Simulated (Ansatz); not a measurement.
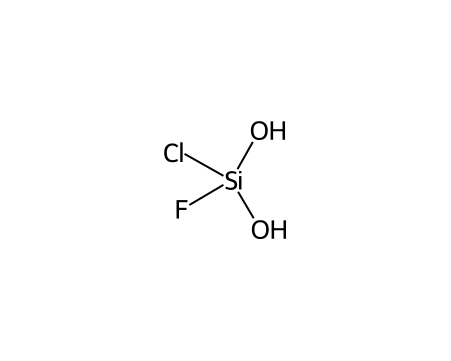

The picture comes from a calculation with Ansatz.

2D structure.

### Give its SMILES.

O[Si](O)(F)Cl

### What is the molecular formula?

ClFH2O2Si.

### An optimisation with PBE0-D4/def2-TZVP gave a structure of which point group?

C1.
